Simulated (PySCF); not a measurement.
NMR shielding calculation, with input and output: C₇H₅NO

System: C₇H₅NO, SMILES C#Cc1ccc[n+]([O-])c1.
Method: GIAO PBE0/IGLO-II NMR shielding, non-relativistic, gas phase (PySCF 2.14.0).

The geometry comes from this level: GFN2-xTB. Figures and captions count atoms from 1; the log counts them from 0 in places.

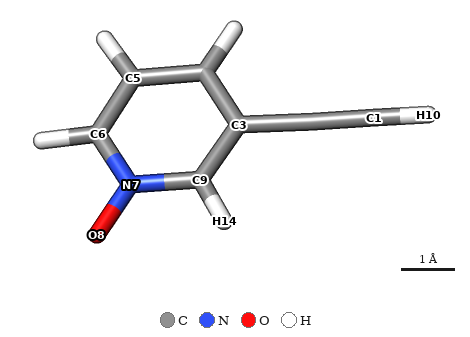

The input geometry (stick view, seen at a tilt; atoms are numbered from 1 in the order of the input).

## Results in brief

```tsv
quantity	value
outcome	converged
total energy	−399.225658 hartree
HOMO	−6.48 eV
LUMO	−1.67 eV
dipole moment	3.84 D
isotropic shielding, C	42.7 to 105.8 ppm
isotropic shielding, N	−65.2 ppm
isotropic shielding, O	−130.4 ppm
isotropic shielding, H	23.9 to 29.4 ppm
hardware	1 CPU thread, shared host
wall time	57 s
peak memory	0.91 GiB
```

## Remarks

Settings chosen away from the usual ones: PBE0/IGLO-II.

## Input
```
{"job": {"kind": "nmr", "xc": "PBE0", "basis": "IGLO-II", "pop": false}, "charge": 0, "multiplicity": 1}
C      3.170319    -0.791109     0.671777
C      2.028084    -0.513200     0.430037
C      0.692937    -0.148407     0.129108
C      0.414775     1.048339    -0.535753
C     -0.910739     1.347543    -0.797784
C     -1.908757     0.484802    -0.409059
N     -1.638293    -0.676636     0.235895
O     -2.562877    -1.448542     0.581225
C     -0.347881    -0.983243     0.498490
H      4.165216    -1.044806     0.888483
H      1.213943     1.708327    -0.829664
H     -1.176463     2.259598    -1.308522
H     -2.954906     0.674914    -0.589673
H     -0.186036    -1.918052     1.013274
```

The first line tells a small driver script what to run in PySCF; the rest is the geometry in Å.

Run as:
```bash
OMP_NUM_THREADS=1 python <driver script> task.json out
```

## The program's output
```
coarse grid: 12856 points
cycle   1  E = -399.0727426389  dE =  2.001e+00  |g| = 9.267e-01  |ddm| = 3.531e+00
cycle   2  E = -398.2111324183  dE =  8.616e-01  |g| = 2.198e+00  |ddm| = 3.074e+00
cycle   3  E = -399.2012324601  dE = -9.901e-01  |g| = 3.834e-01  |ddm| = 2.618e+00
cycle   4  E = -399.2295168136  dE = -2.828e-02  |g| = 2.049e-01  |ddm| = 4.606e-01
cycle   5  E = -399.2386219657  dE = -9.105e-03  |g| = 6.056e-02  |ddm| = 1.838e-01
cycle   6  E = -399.2394070909  dE = -7.851e-04  |g| = 2.209e-02  |ddm| = 5.177e-02
cycle   7  E = -399.2395124684  dE = -1.054e-04  |g| = 7.961e-03  |ddm| = 1.654e-02
cycle   8  E = -399.2395272927  dE = -1.482e-05  |g| = 2.323e-03  |ddm| = 6.946e-03
cycle   9  E = -399.2395285223  dE = -1.230e-06  |g| = 4.070e-04  |ddm| = 1.739e-03
final grid: 127520 points
cycle  10  E = -399.2256302940  dE = -6.132e-05  |g| = 1.192e-02  |ddm| = 2.661e-02
cycle  11  E = -399.2255226894  dE =  1.076e-04  |g| = 2.578e-02  |ddm| = 2.856e-02
cycle  12  E = -399.2256555933  dE = -1.329e-04  |g| = 3.086e-03  |ddm| = 2.317e-02
cycle  13  E = -399.2256575746  dE = -1.981e-06  |g| = 9.467e-04  |ddm| = 2.814e-03
cycle  14  E = -399.2256577273  dE = -1.527e-07  |g| = 3.814e-04  |ddm| = 7.241e-04
cycle  15  E = -399.2256577632  dE = -3.597e-08  |g| = 1.137e-04  |ddm| = 2.997e-04
cycle  16  E = -399.2256577659  dE = -2.708e-09  |g| = 2.731e-05  |ddm| = 7.726e-05
cycle  17  E = -399.2256577661  dE = -1.539e-10  |g| = 1.284e-05  |ddm| = 2.883e-05
```

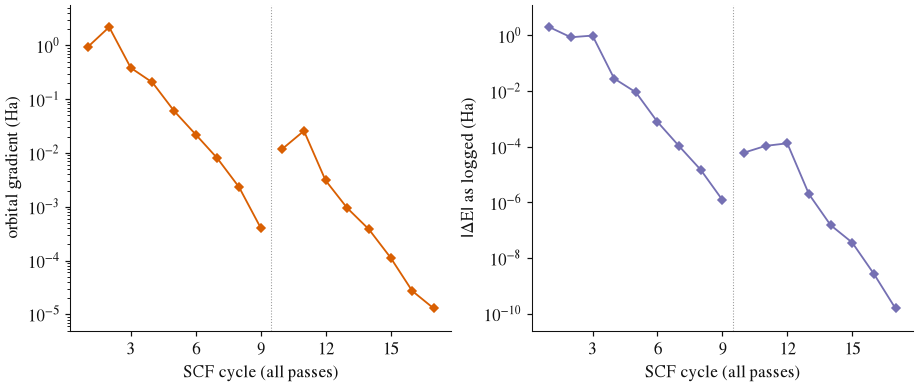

Convergence of the self-consistent field: orbital gradient and size of the energy change against the SCF cycle. The dotted line marks the change from a coarse to the final integration grid. The first 9 cycles use a coarse grid, the final grid takes over at cycle 10, and the field converges after 17 cycles in all.

```
converged SCF energy = -399.2256577661

GIAO shielding tensors (ppm)
atom      isotropic    diamagn.    paramagn.     s11        s22        s33       span
  0 C       99.317     264.345    -165.028     40.924     48.713    208.313    167.388
  1 C      105.792     264.375    -158.583      4.775     13.357    299.244    294.469
  2 C       61.226     253.634    -192.408    -40.791     57.515    166.954    207.745
  3 C       60.496     253.225    -192.729    -36.717     42.515    175.690    212.408
  4 C       57.812     254.910    -197.099    -53.521     52.000    174.956    228.478
  5 C       46.013     252.581    -206.568    -31.308     40.190    129.156    160.464
  6 N      -65.233     309.659    -374.893   -179.131   -161.223    144.654    323.785
  7 O     -130.372     396.787    -527.159   -406.476   -154.951    170.311    576.787
  8 C       42.694     253.973    -211.279    -30.891     35.063    123.911    154.802
  9 H       29.364      31.682      -2.318     25.283     26.027     36.782     11.499
 10 H       25.054      30.980      -5.926     22.632     24.060     28.470      5.837
 11 H       24.851      29.809      -4.958     22.482     24.543     27.527      5.044
 12 H       24.078      29.501      -5.423     21.364     24.201     26.668      5.304
 13 H       23.891      30.968      -7.077     20.685     22.880     28.107      7.421
```

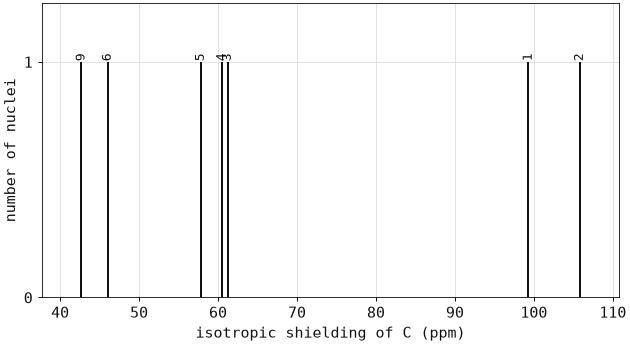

Isotropic shieldings of the carbon nuclei in this fixed geometry, labelled by atom number; shielding grows to the right, so chemical shift grows to the left. The least shielded is C9 (42.7 ppm), the most shielded C2 (105.8 ppm).

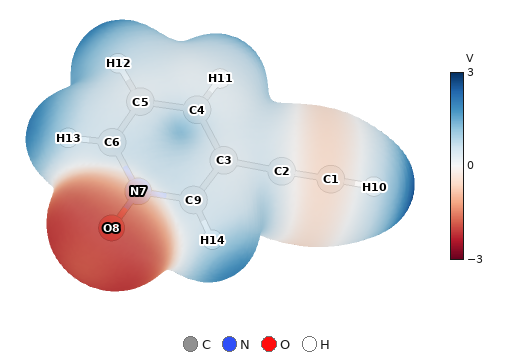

The electrostatic potential painted on the density surface at 0.004 e/bohr³, seen at a tilt; the colour scale runs from red (negative) to blue (positive). Its dipole moment is 3.84 D.

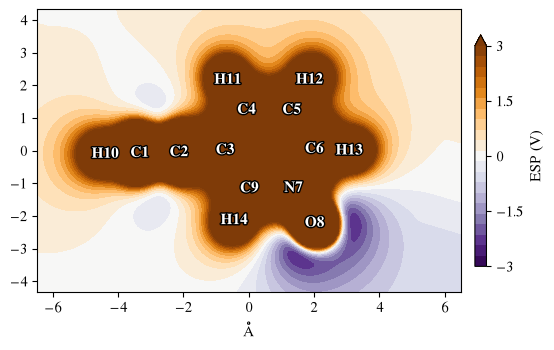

Electrostatic potential on the molecular plane.

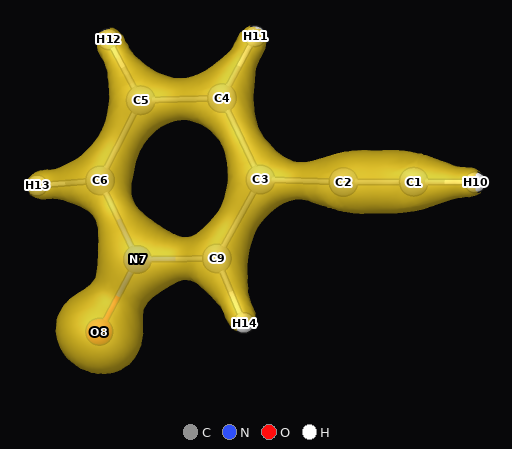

Isosurface of the electron density at 1.5 e/Å³ (yellow), seen at a tilt. At this value the surface is in one piece. On the grid the lowest density along these lines, outside the cores, is 2.8 e/Å³ (C–C, 1.20 Å), 3.1 e/Å³ (N–O, 1.25 Å), 2.2 e/Å³ (C–N, 1.35 Å) and 2 e/Å³ (C–H, 1.05 Å).
